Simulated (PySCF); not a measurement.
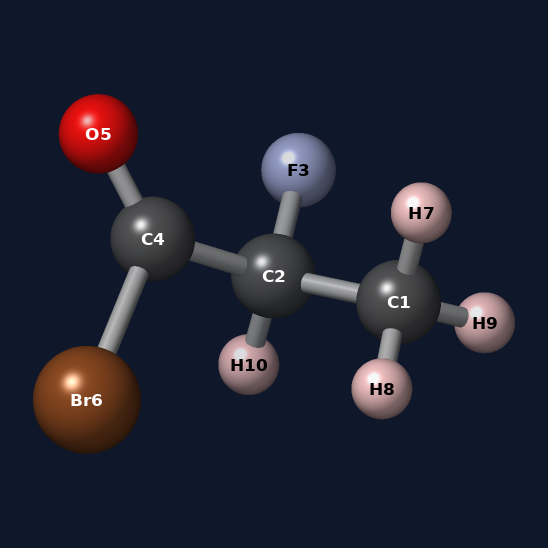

The computed structure is the end point of a GFN2-xTB optimisation. No frequency run is at hand to confirm it as a minimum. Method: delta-SCF UKS SCAN, pcX-2 on the ionised atom, pcseg-1 elsewhere, spin-free X2C (PySCF 2.14.0).

Give the core-electron binding energies (to vacuum) of C1 1s, C2 1s, F3 1s, C4 1s, O5 1s.

```tsv
atom	level	binding energy (eV)
C1	1s	291.7
C2	1s	294.2
F3	1s	693.0
C4	1s	295.0
O5	1s	539.2
```

The geometry is semi-empirical. Around Br such bond lengths and angles can be off by a tenth of an ångström or more and by several degrees, and values that hang on the shape move with them.
